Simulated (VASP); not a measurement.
Band structure of InSe (space group R3m). Computed with LDA (Ceperley-Alder, Perdew-Zunger), VASP's LDA PAW potentials (set 64) (plane waves; VASP).

Unless said otherwise, spin-orbit coupling is left out, though it shifts the bands of the heavy elements here.

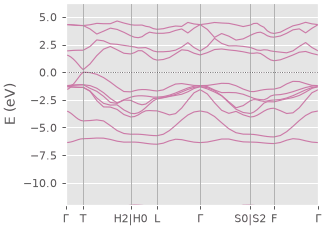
Figure. Bands along high-symmetry lines, zero at the valence-band maximum or, without a gap, the Fermi level

### Question
Read the plot: is there a gap, and where are the band edges?

### Answer
The gap is direct, 0.23 eV, from the valence maximum at T to the conduction minimum at T.

The structure comes from a measured InSe entry of the Crystallography Open Database, whose conditions weren't checked. The cell was not relaxed at this level.
